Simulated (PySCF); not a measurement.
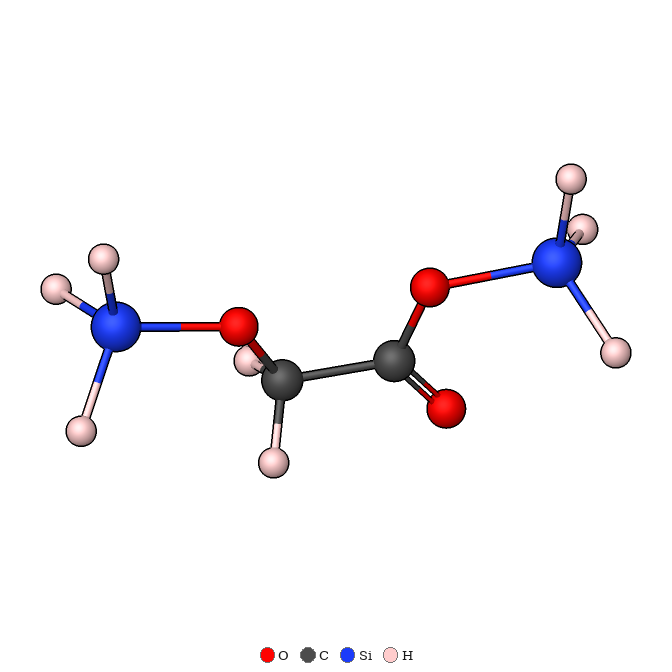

The picture comes from a calculation with PySCF.

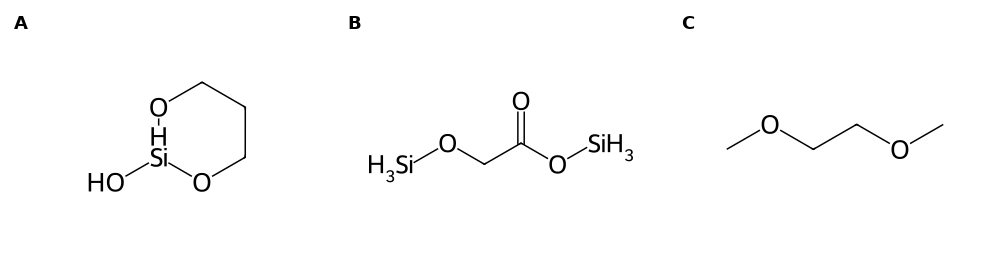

Question: The first picture shows one of the molecules drawn in the second. Which?

Answer: B, `O=C(CO[SiH3])O[SiH3]`.
